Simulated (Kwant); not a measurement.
Device: wire with a row of barriers in a GaN two-dimensional gas. Effective mass 0.22 mₑ, grid spacing 5 nm, hard walls, nominal width 150 nm (29 grid rows, so walls 150 nm apart), one parabolic valley, scattering region 500 nm long along x; energies count from the band bottom; Fermi energy swept from 6.0773e-05 to 0.00072167 eV. 2 barrier(s) across the wire, height 0.0036 eV, thickness 10 nm (about 2 grid columns), spaced by 40 nm.

Constants are typed, rounded textbook-type inputs, not results; the design itself was drawn at random and stands for no fabricated device.

Model: effective-mass tight-binding model on a square grid, one spin, coherent transport at 0 K (Kwant). Conductance is in e²/h.

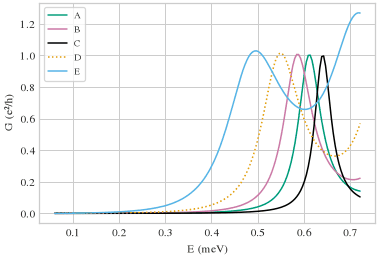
Figure: G (e²/h) of 5 runs

```tsv
E (meV)	A	B	C	D	E
0.06077	0	0	0	0	0
0.09818	3.9e-5	7.6e-5	1.7e-5	0.00019	0.00072
0.1356	0.00013	0.00026	5.8e-5	0.00066	0.0026
0.1772	0.00030	0.00059	0.00013	0.0015	0.0062
0.2146	0.00053	0.0011	0.00023	0.0029	0.012
0.2520	0.00090	0.0018	0.00038	0.0050	0.022
0.2935	0.0016	0.0033	0.00064	0.0093	0.044
0.3309	0.0026	0.0056	0.0011	0.017	0.083
0.3684	0.0045	0.0098	0.0017	0.030	0.16
0.4099	0.0082	0.019	0.0031	0.063	0.36
0.4473	0.015	0.037	0.0053	0.13	0.70
0.4848	0.030	0.079	0.0098	0.32	1.01
0.5263	0.076	0.23	0.022	0.82	0.92
0.5637	0.24	0.72	0.054	0.95	0.73
0.6011	0.89	0.88	0.20	0.59	0.66
0.6427	0.52	0.39	1.00	0.39	0.76
0.6801	0.22	0.24	0.27	0.37	1.05
0.7217	0.14	0.22	0.10	0.57	1.27
```

Q: Column A is the base. The others each differ by one change: barrier height 0.0036 → 0.0018 eV; barrier height 0.0036 → 0.0025 eV; barrier height 0.0036 → 0.0031 eV; barrier height 0.0036 → 0.0043 eV. Which is which?

A: B: barrier height 0.0036 → 0.0031 eV; C: barrier height 0.0036 → 0.0043 eV; D: barrier height 0.0036 → 0.0025 eV; E: barrier height 0.0036 → 0.0018 eV.
